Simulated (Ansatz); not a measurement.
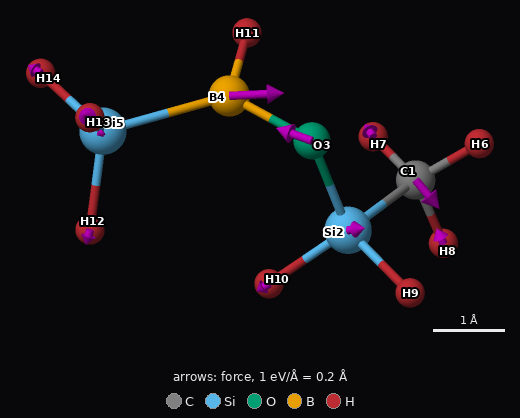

Starting geometry of CH9BOSi2 (coarse preliminary run) with the computed forces as purple arrows. Style: ball-and-stick. Shown at a tilt.

The start comes from a force field.

Level of theory: Ansatz, RKS PBE-D4/def2-SVP. Settings: force threshold 0.03 eV/Å; at most 200 steps.

**Is this structure relaxed? If not, where do the atoms go?**

It isn't relaxed: the largest force vector, on B4, is 3.95 eV/Å. The final displacements have little in common with the starting forces (cosine between the two patterns 0.05). After 26 accepted moves (28 points after the start) the energy has fallen by 24.2 kcal/mol. The largest force component goes from 2.9 to 0.0059 eV/Å. The line search rejected the trial steps at points 13, 24 of the run. The forces were under the threshold at step 17, but the run went on from there. The atom that moves furthest after the best rigid fit is O3 (1.54 Å). Largest moves by element: O 1.54 Å, H 1.45 Å, Si 0.59 Å, B 0.56 Å, C 0.26 Å. Some distances before and after: B4–Si5 1.908 → 2.040 Å, O3–B4 1.465 → 1.354 Å, Si5–H13 1.433 → 1.512 Å, Si5–H14 1.443 → 1.511 Å. Bond angles that change, for instance: Si2–O3–B4 109.8° → 133.3°, H13–Si5–H14 112.2° → 106.2°, O3–Si2–H10 111.1° → 105.6°. Groups turn about O3–B4 by about 90°, Si2–O3 by about 80°, B4–Si5 by about 55°. The run took 34 s on 4 threads of Arm Neoverse V2, with other jobs on the host.
